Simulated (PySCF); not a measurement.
Input file:

```
{"job": {"kind": "nmr", "xc": "PBE0", "basis": "pcSseg-1"}, "charge": 0, "multiplicity": 1}
C      0.102874    -1.455910     1.525655
C      0.134769    -0.452822     0.653927
C     -0.945970     0.588242     0.637006
B     -2.104293     0.147486    -0.386892
O     -2.486513    -1.151079    -0.514951
O     -2.720687     1.081841    -1.135403
Si     1.444420    -0.327177    -0.703378
C      2.492445     1.234428    -0.427460
H      0.845169    -2.236854     1.520960
H     -0.652292    -1.529160     2.296973
H     -0.546492     1.560703     0.354510
H     -1.382382     0.691917     1.634472
H     -1.997895    -1.770896     0.029015
H     -3.403246     0.735805    -1.712316
H      2.294669    -1.525781    -0.648736
H      0.781709    -0.254451    -2.014293
H      1.887746     2.135388    -0.486553
H      2.972530     1.222237     0.547508
H      3.273636     1.315333    -1.177507
```

Launched as:

```sh
OMP_NUM_THREADS=1 python probes_run.py task.json out
```

Geometry: GFN2-xTB.

Theory: PBE0/pcSseg-1, SCF density, gas phase, non-relativistic (PySCF 2.14.0).

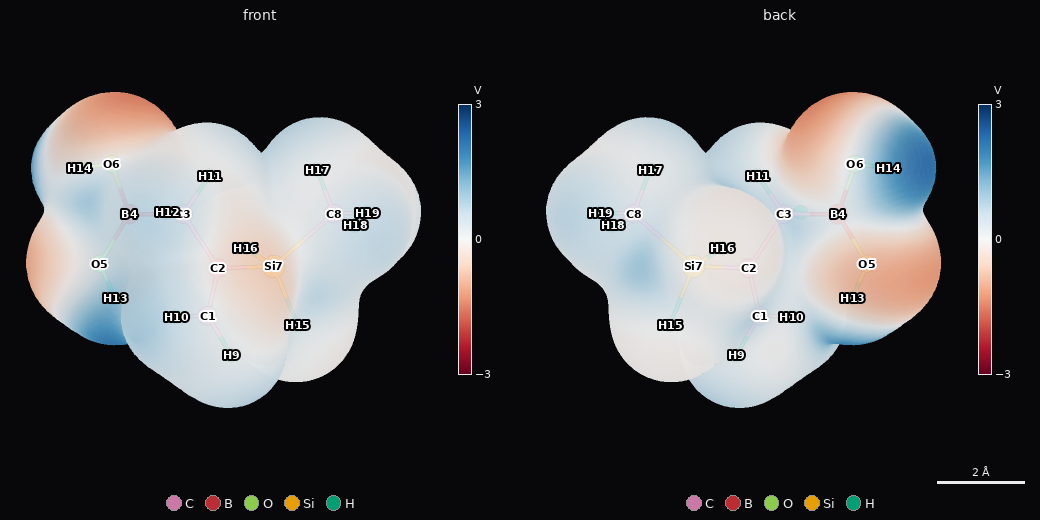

C4H11BO2Si. The electrostatic potential painted on the density surface at 0.002 e/bohr³, seen from the front and from behind; red is negative and blue positive.

Describe the electrostatic potential map.

The most negative region (about −1.4 V, or −32 kcal/mol for a unit charge) lies over O6, the most positive (about +2.2 V, or +51 kcal/mol for a unit charge) over H14. O6 is the likeliest acceptor of a hydrogen bond.

How polar is the molecule by this calculation?

Its dipole moment is 0.72 D.
